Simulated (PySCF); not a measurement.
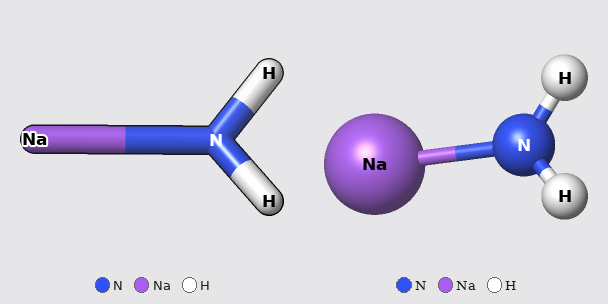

The same structure drawn twice, from different directions.

Computed geometry: PBE0-D3(BJ)/def2-TZVP optimisation. No frequency run is at hand to confirm it as a minimum.

Which formula does it have?

H₂NNa, 4 atoms: 2 hydrogen, 1 nitrogen and 1 sodium.

Give a SMILES string for it.

[NH2][Na]

How many bonds of each kind are drawn?

2 N–H, 1 N–Na.

More results for the same structure follow; atom numbers are the same in all pictures, views and colours differ.

### Geometry

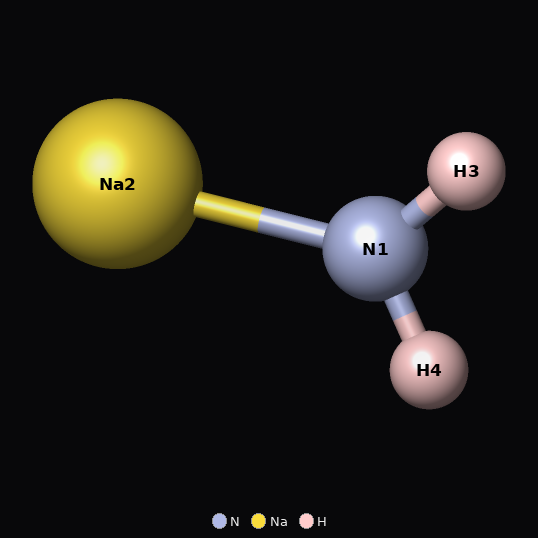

Atoms carry their numbers in the input. No frequency run is at hand to confirm it as a minimum.

Give these bond angles: Na2–N1–H3, H3–N1–H4.

```csv
angle,degrees
Na2–N1–H3,127.0
H3–N1–H4,104.7
```

### NMR shielding

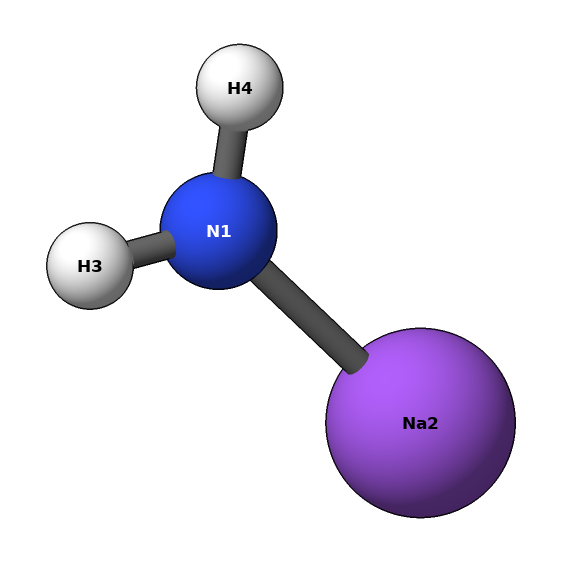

No frequency run is at hand to confirm it as a minimum. Level of theory: GIAO PBE0/pcSseg-2 NMR shielding, non-relativistic, gas phase (PySCF 2.14.0). Principal shieldings σ11 ≤ σ22 ≤ σ33, span Ω = σ33 − σ11, skew κ = 3(σiso − σ22)/Ω.

Give the shielding tensors of the Na atoms.

| atom | σ11 | σ22 | σ33 | σiso | Ω | κ |
| --- | --- | --- | --- | --- | --- | --- |
| Na2 | 507.3 | 534.9 | 612.4 | 551.5 | 105.1 | 0.48 |

Shieldings and span in ppm.

### Levels of theory compared

No frequency run is at hand to confirm it as a minimum. Program: PySCF 2.14.0.

At this fixed geometry, give HOMO–LUMO gap (eV), dipole (D), HOMO energy (eV) at these levels: B97-2/pcSseg-2; KT3/pcSseg-2; PBE0/pcSseg-2; WP04/pcSseg-2 in chloroform (IEF-PCM); ωB97X-D/pcSseg-2; ωB97X-D/pcSseg-2 in chloroform (IEF-PCM).

```tsv
level	HOMO–LUMO gap (eV)	dipole (D)	HOMO energy (eV)
B97-2/pcSseg-2	2.41	6.41	−3.68
KT3/pcSseg-2	0.73	5.93	−2.86
PBE0/pcSseg-2	2.67	6.37	−3.97
WP04/pcSseg-2 in chloroform (IEF-PCM)	3.82	7.32	−5.58
ωB97X-D/pcSseg-2	5.78	6.62	−5.79
ωB97X-D/pcSseg-2 in chloroform (IEF-PCM)	7.21	7.24	−6.66
```

### Quadrupole coupling

No frequency run is at hand to confirm it as a minimum. Electric field gradients from the ground-state density, PBE0/pcSseg-2 (PySCF 2.14.0), non-relativistic apart from any core potentials.

Give the largest field-gradient component, the quadrupole coupling constant and the asymmetry for 14N at N1 (Q = 20.44 mb), 23Na at Na2 (Q = 104 mb).

```csv
atom,V_zz (a.u.),e²qQ/h (MHz),η
N1,−0.741,−3.56,0.82
Na2,−0.325,−7.95,0.42
```
